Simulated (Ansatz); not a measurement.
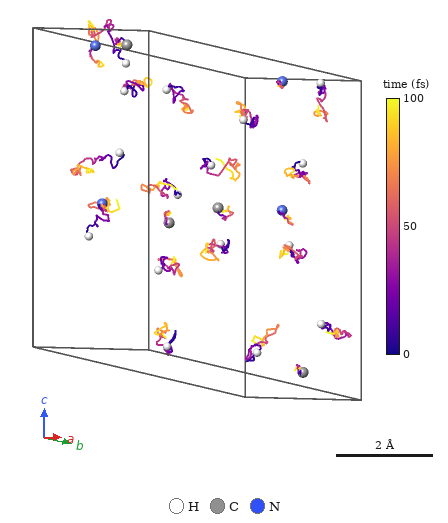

First-principles dynamics of a 24-atom cell of H$_{4}$CN, 100 fs long. It starts from the last geometry of an earlier run, with fresh velocities. Lines trace each atom's path, coloured by time; spheres stand at the starting positions. Seen from a free direction in the simulation cell.

Theory: DFT LDA, scalar-relativistic, plane waves, PAW (Ansatz 0.2.0). Set-up: plane-wave cutoff 420 eV; k-point mesh 2 × 2 × 1; Fermi-Dirac smearing 0.05 eV; low-accuracy preset; Langevin thermostat (NVT); set temperature 1560 K; time step 0.5 fs; friction 0.5 per fs.

Q: What do the traces tell about the motion?

A: Root-mean-square distances from the starting positions over the second half, with the common drift of all atoms taken out: H 0.65 Å, N 0.29 Å, C 0.23 Å. The heavy atoms stay within a fraction of a molecule's size of their starting places, while the hydrogen atoms travel further, as molecules turn; so short a run doesn't tell a liquid from a solid. The friction is so strong that the slow modes are overdamped, and the motion no longer resembles free dynamics.

Limits of the set-up: the program's low-accuracy preset was used.
